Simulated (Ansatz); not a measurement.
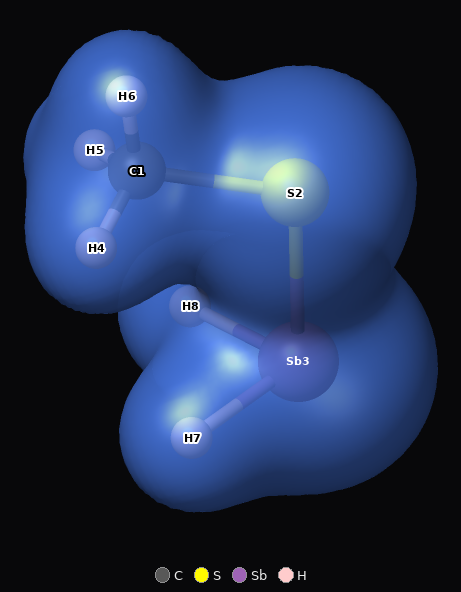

CH₅SSb (SMILES C[S][SbH2]). Isosurface of the electron density at 0.1 e/Å³ (blue), seen at an oblique angle.

Core potentials replace the inner electrons of Sb.

The calculation used RKS revPBE-D4/def2-mTZVP (Ansatz 0.2.0).

```yaml
atoms:
  - { symbol: C, position_ang: [-0.8299, 1.0457, -0.4792] }
  - { symbol: S, position_ang: [-0.4352, 0.0504, 1.0231] }
  - { symbol: Sb, position_ang: [0.4176, -2.0331, 0.0219] }
  - { symbol: H, position_ang: [-1.5854, 0.5422, -1.0957] }
  - { symbol: H, position_ang: [0.0722, 1.2301, -1.0764] }
  - { symbol: H, position_ang: [-1.2328, 2.0060, -0.1284] }
  - { symbol: H, position_ang: [-0.8496, -2.1286, -1.1720] }
  - { symbol: H, position_ang: [1.4196, -1.2158, -1.1478] }
```

### Which contacts does the surface bridge?

At this value the surface is in one piece. It bridges the shortest C–S (1.84 Å), Sb–S (2.46 Å), C–H (1.10 Å) and Sb–H (1.74 Å) contacts, where the density stays above the isovalue. On the grid the lowest density along these lines, outside the cores, is 1.1 e/Å³ (C–S, 1.84 Å), 0.54 e/Å³ (Sb–S, 2.46 Å), 1.8 e/Å³ (C–H, 1.10 Å) and 0.71 e/Å³ (Sb–H, 1.74 Å).
